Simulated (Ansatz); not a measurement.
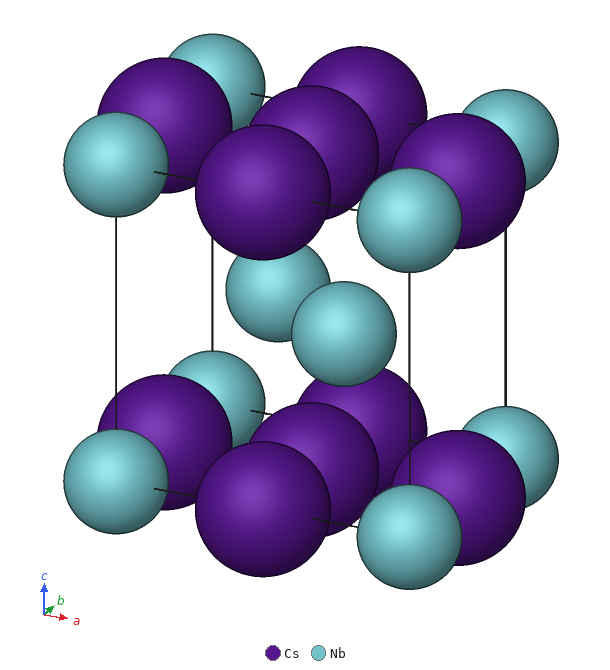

Crystal structure, spheres-only style, seen slightly off an axis. The lines enclose the conventional unit cell; boundary atoms appear with their images.

Question: Count the atoms and give the formula.

Answer: CsNb. The cell holds 3 Cs, 3 Nb, counting shared atoms by their share.

Question: What kind of lattice is this?

Answer: Primitive hexagonal.

Question: Identify the space group.

Answer: P6/mmm (No. 191), with Cs on 3f, Nb on 1a and Nb on 2d.

Starting structure: a textbook structure type filled with these elements (whether it is the usual form wasn't checked). The picture shows the end point of a geometry optimisation with Ansatz, DFT PBE, scalar-relativistic, plane waves, PAW.
